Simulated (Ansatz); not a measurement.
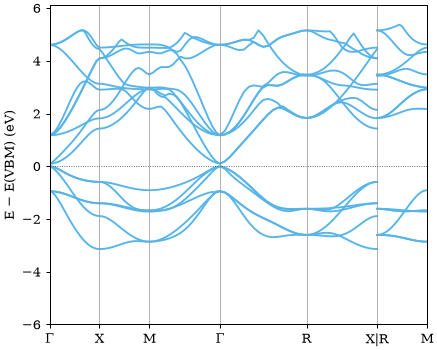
Fig. 1. Band structure from LDA (plane waves, PAW; program Ansatz)

Read off the gap and where the band edges lie.

About 0.1 eV (0.10 eV by a search for the band edges); maximum at Γ, minimum at Γ.

The material is Sr3SbN (anti-perovskite, space group No. 221).

Space group Pm-3m (anti-perovskite). The first step of the workflow began from a Materials Project structure, measured or hypothetical; the Crystallography Open Database copy checked does not list it. Its standing as an ambient phase is unchecked. The cell was relaxed with LDA under the symmetry of its start; of distortions, only those at the zone centre were tested. Spin–orbit coupling is left out wherever it is not named.

Potentials: the later of the program's two PAW sets.
